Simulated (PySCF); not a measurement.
**CH$_{11}$Ge$_{2}$NSi: density, localisation and related maps**

```xyz
16

C     1.9319   -0.6925   -0.8984
N     1.4342    0.6571   -1.0888
Ge    0.6461    1.5742    0.2843
Ge   -1.0413    0.1673    1.2322
Si   -2.4844   -1.0418   -0.1705
H     2.8951   -0.7374   -0.3762
H     1.2014   -1.2502   -0.3076
H     2.0424   -1.1896   -1.8651
H     2.0858    1.1964   -1.6436
H     0.1687    2.8246   -0.4243
H     1.6651    2.1043    1.3045
H    -1.8125    1.0435    2.1995
H    -0.3405   -0.7357    2.2341
H    -3.3708   -1.8892    0.6291
H    -1.7242   -1.8985   -1.0823
H    -3.3047   -0.1236   -0.9609
```

Geometry: GFN2-xTB.

These are results of CAM-B3LYP/def2-SVPD, SCF density, gas phase in PySCF, not measurements.

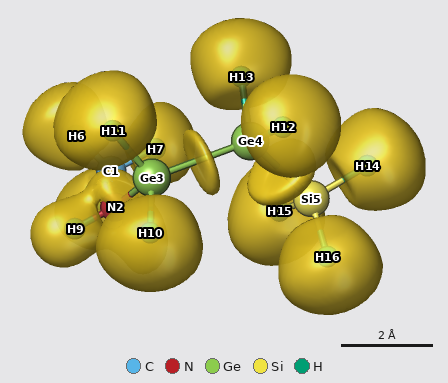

Figure 1. Isosurface of the ELF at 0.75 (yellow), seen from one side. Only the valence region is drawn (cores and ρ < 0.01 e/Å³ removed).

Q: What do the ELF domains correspond to?

A: The ELF exceeds this value in one region between bonded Ge–Ge atoms (shared pairs), one region between bonded Ge–Si atoms (shared pairs), ten regions around hydrogen nuclei and one joined region spread over several atoms (H, N), in which their bonds and any lone pairs are merged. Along the contacts the grid gives the following. C–N (1.45 Å): the ELF peaks at about 0.95 between the atoms: a covalent bond. Ge–N (1.83 Å): the ELF peaks at about 0.90 in the valence shell of N, 0.6 Å from its nucleus, and is about 0.50 at the midpoint.

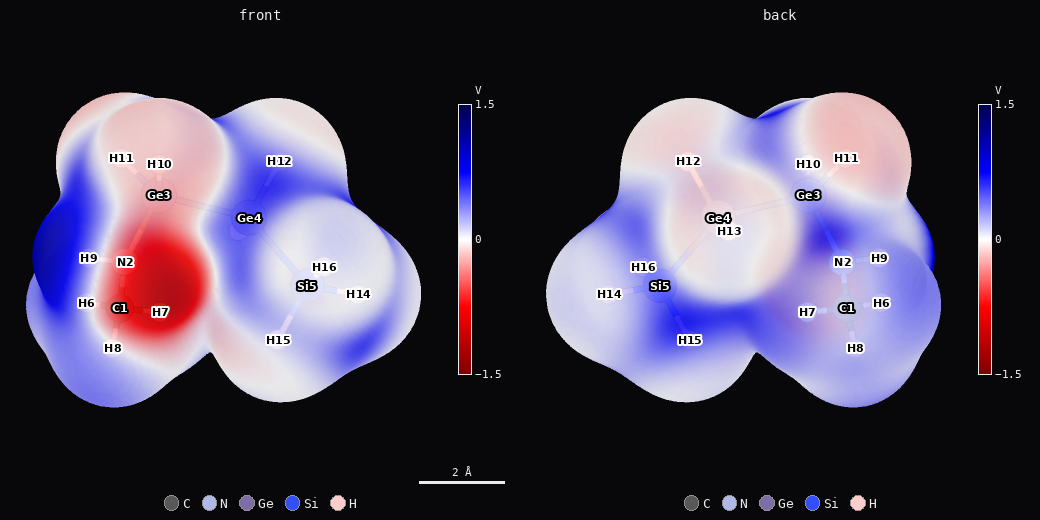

Figure 2. The molecular electrostatic potential painted on the density surface at 0.001 e/bohr³, seen from the front and from behind; the colour scale runs from red (negative) to blue (positive).

Q: Describe the electrostatic potential map.

A: The most negative region (about −1.1 V) lies over N2, the most positive (about +1.1 V) over H9. N2 is the likeliest acceptor of a hydrogen bond.

Q: What dipole moment does the calculation give?

A: Its dipole moment is 0.67 D.
